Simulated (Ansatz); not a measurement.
**GaNH4 (singlet): from Hartree-Fock to the top rungs, cc-pVTZ**

Aim: climb from Hartree-Fock through coupled cluster for GaNH4 (singlet) at one geometry and basis, and see what each rung misses.

Program: Ansatz 0.2.0, Gaussian basis. Level of theory: cc-pVTZ, core rule «outside noble gas», up to 15 orbitals frozen. These are calculated values, not measurements.

The runs, in order: UHF; CCSD(T) on RHF; BCCD(T) on RHF; CCSDT(Q) on RHF.

6 further runs of the same task are left out: 3 for a known fault of the program, 3 set aside as unsound or not needed.

## 1. The geometry

The geometry is a PBE0/def2-TZVP stationary point (not a proven minimum). No spin-orbit coupling is included. The filled d shell of Ga may be among the frozen orbitals whatever the setting's name suggests; the logs give the count.

6 atoms, charge 0, spin multiplicity 1.

Atoms are counted from 1 here; the program's logs count them from 0.

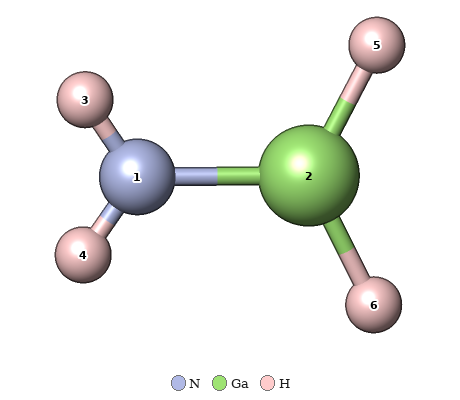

The structure; nitrogen light blue, gallium green, hydrogen pink; atoms are numbered from 1 in the order of the file.

Coordinates:

```xyz
6

N     0.0000    0.0000    1.4857
Ga    0.0000    0.0000   -0.3279
H     0.0000    0.8333    2.0488
H     0.0000   -0.8333    2.0488
H     0.0000    1.3943   -1.0310
H     0.0000   -1.3943   -1.0310
```

## 2. UHF

The input, in.yaml:

```yaml
crystal:
  periodic: [false, false, false]
  atoms:
    - {symbol: N, position_ang: [0.000000, 0.000000, 1.485666]}
    - {symbol: Ga, position_ang: [0.000000, 0.000000, -0.327885]}
    - {symbol: H, position_ang: [0.000000, 0.833308, 2.048783]}
    - {symbol: H, position_ang: [0.000000, -0.833308, 2.048783]}
    - {symbol: H, position_ang: [0.000000, 1.394263, -1.030956]}
    - {symbol: H, position_ang: [0.000000, -1.394263, -1.030956]}
basis:
  gaussian: {orbitals: cc-pVTZ}
magnetization: {spin_polarized: true, initial_magnetization: 0}
hamiltonian: {xc: hf}
output: {orbitals: {seedname: orbitals}}
```

The run is started by

```console
> ansatz run in.yaml --threads 1 --pin off --events-out ev --progress --plain --max-ram 4096MiB --backend cpu
```

The runs that follow: CCSD(T) on RHF; BCCD(T) on RHF; CCSDT(Q) on RHF.

Before running them: what should the planned runs give, taken together? Wanted: RCCSDT(Q) below the RHF energy; RMP2 from RCCSDT(Q); RCCSD from RCCSDT(Q); RCCSD(T) from RCCSDT(Q); T1 diagnostic.

**Answer**, as computed:

| quantity | value |
| --- | --- |
| RCCSDT(Q) below the RHF energy | -9.2855 eV |
| RMP2 from RCCSDT(Q) | +21.59 kcal/mol |
| RCCSD from RCCSDT(Q) | +7.49 kcal/mol |
| RCCSD(T) from RCCSDT(Q) | +0.64 kcal/mol |
| levels within 1 kcal/mol (43 meV) | RCCSD(T), BCCD(T), RCCSDT |
| T1 diagnostic | 0.013 |

**Reading.** RCCSD(T) lands +0.64 kcal/mol from the yardstick (0.3 % of the correlation energy). These misses are within one basis, not against nature.
